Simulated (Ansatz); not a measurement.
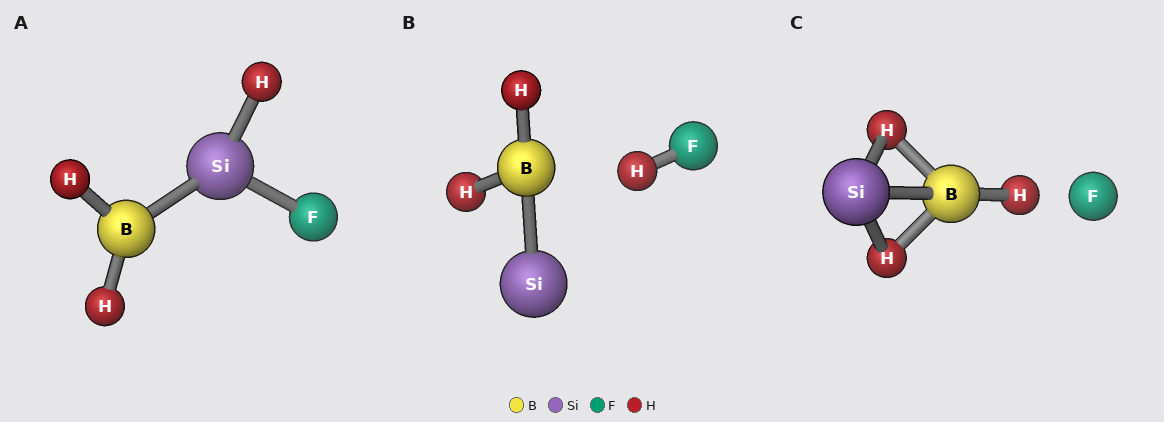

3 stationary structures of one formula. The species has charge −1 and is a spin singlet. Geometries: PBE-D4/def2-SVPD. Electronic energies: PBE-D4/def2-SVPD (Ansatz 0.2.0), without zero-point energy. No frequency run is at hand to confirm each as a minimum.

Which is lowest in energy, and by how much?

Answer. A is lowest (C1); B lies 141.4 kJ/mol above it (C1), C lies 235.1 kJ/mol above it.
